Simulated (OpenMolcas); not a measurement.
# Predicting a hybrid from its neighbours: CO2 (carbon dioxide)

CO2: 3 atoms, total charge 0, spin state singlet. SMILES: `O=C=O`. The shape is that of a PBE0-D4/def2-TZVP optimisation.

The HOMO–LUMO gap y, in eV, basis cc-pVTZ; a is the functional's share of exact exchange. Programs: OpenMolcas 26.06.

| functional | program | a | y (eV) |
| --- | --- | --- | --- |
| PBE | OpenMolcas | 0 | 8.91 |
| BLYP | OpenMolcas | 0 | 8.85 |
| B3LYP | OpenMolcas | 0.2 | 11.15 |
| PBE0 | OpenMolcas | 0.25 | ? |
| BHLYP | OpenMolcas | 0.5 | 14.45 |

Problem. Fit y = c + s·a to the known rows and predict PBE0.

Solution. 
1. Means of the 4 rows: a = 0.1750, y = 10.840.
2. Σ(Δa)² = 0.1675, Σ(Δa·Δy) = 1.867, so the slope is 1.867/0.1675 = 11.146.
3. Intercept: 10.840 − (11.146) × 0.1750 = 8.889. The largest residual of the fit is 0.039.
4. PBE0: 8.889 + (11.146) × 0.25 = 11.68 eV.

The run gave 11.79 eV, so the prediction is off by -0.11 eV, more than the scatter of the fit. Exact exchange lowers occupied levels and raises empty ones. The rows mix families of semi-local functionals, which the line can't see.

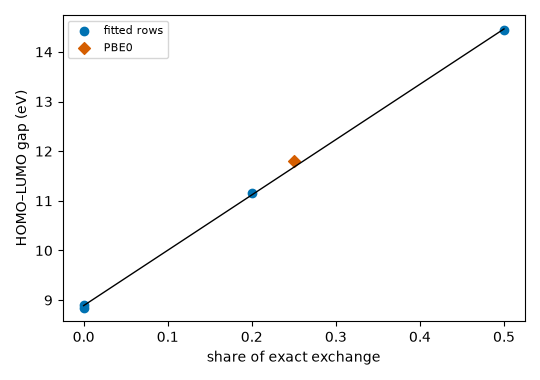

The fitted line, with the withheld row.
